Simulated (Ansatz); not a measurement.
```csv
atom,x (Å),y (Å),z (Å)
C,-1.3224,1.2525,-1.4692
Mg,-0.1409,0.1374,-0.1774
C,1.0576,-0.9947,1.1383
H,-2.1114,0.8455,-2.1369
H,-1.2694,2.3537,-1.6054
H,1.4065,-0.3905,2.0040
H,1.9654,-1.3949,0.6363
H,0.5069,-1.8663,1.5546
```

The calculation used Ansatz 0.2.0, UKS BLYP-D4/def2-SVP.

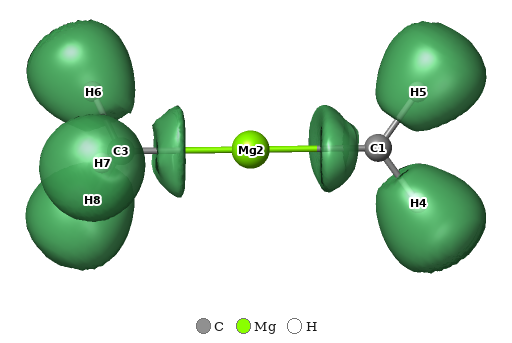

C$_{2}$H$_{5}$Mg (doublet). Isosurface of the electron localisation function at 0.85 (green), seen across its widest extent. Only the valence region is drawn (cores and ρ < 0.01 e/Å³ removed).

**Where are the electrons localised?**

The ELF exceeds this value in five regions around hydrogen nuclei and two lobes of the valence shell of C pointing towards Mg.

Values along the shortest contacts:
C–Mg (2.08 Å): the ELF peaks at about 0.95 in the valence shell of C, 0.8 Å from its nucleus, and is about 0.65 at the midpoint. C–H (1.11 Å): the ELF climbs to about 1 towards the hydrogen, as it does in any bond to H; an ordinary covalent bond to hydrogen.
